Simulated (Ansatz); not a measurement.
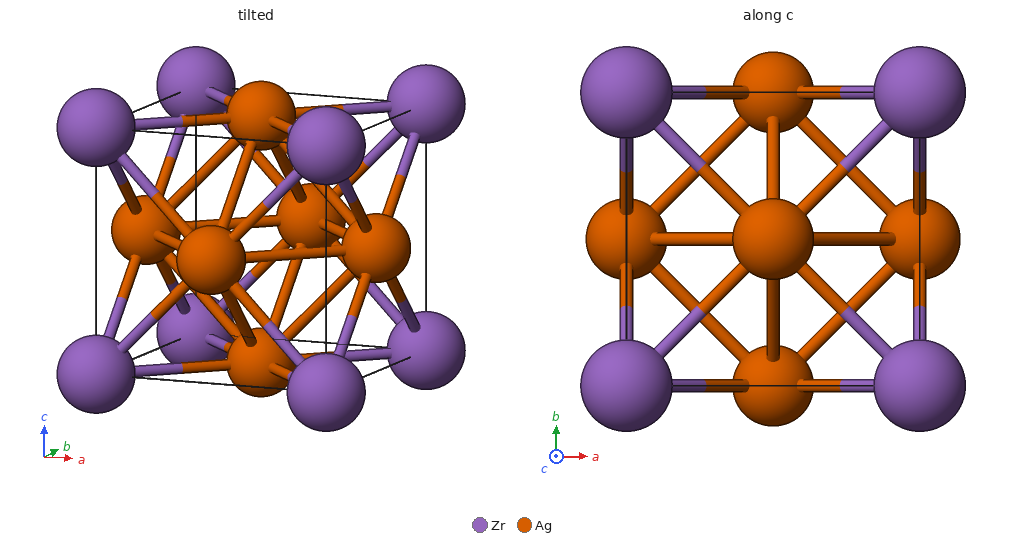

An orthographic ball-and-stick view of the structure, slightly off an axis and along the c axis. The conventional unit cell is outlined; an atom on or near a face, edge or corner is repeated at each equivalent position.

ZrAg₃, Cu₃Au (L1₂) type, space group Pm-3m (No. 221), a = 4.273 Å, b = 4.273 Å, c = 4.273 Å, α = 90.00°, β = 90.00°, γ = 90.00°. It derives from a structure type filled with these elements by a generator (whether the compound takes this form wasn't checked). Earlier steps of the study, as a rule a relaxation of our own, may have changed the cell and positions, so they can lie some per cent off the listed ones. A calculation with Ansatz used it as input.

This one geometry was computed with Ansatz (DFT, plane waves, PAW) at five levels of theory: PBEsol, LDA, r2SCAN, PBE with spin-orbit coupling and PBE.

### Which level gives the highest pressure at this volume, and what does that say about its equilibrium volume?

Highest: PBE with spin-orbit coupling (-0.1 GPa) and PBE (0.0 GPa), which points to the largest equilibrium volume. Lowest, with the smallest volume: LDA (-9.1 GPa). Levels within 0.5 GPa of each other can't be told apart.

### How does the band gap change with the level of theory?

All levels give a metal.

### Collect the results in a table.

| level | cutoff (eV) | k-mesh of the run's cell | gap (eV) | pressure (GPa) |
| --- | --- | --- | --- | --- |
| PBEsol | 420 | 8×8×8 | metal | -5.5 |
| LDA | 420 | 8×8×8 | metal | -9.1 |
| r2SCAN | 500 | 8×8×8 | metal | -2.2 |
| PBE with spin-orbit coupling | 420 | 8×8×8 | metal | -0.1 |
| PBE | 420 | 8×8×8 | metal | 0.0 |

Gaps are taken on the k-mesh or band path of each run.
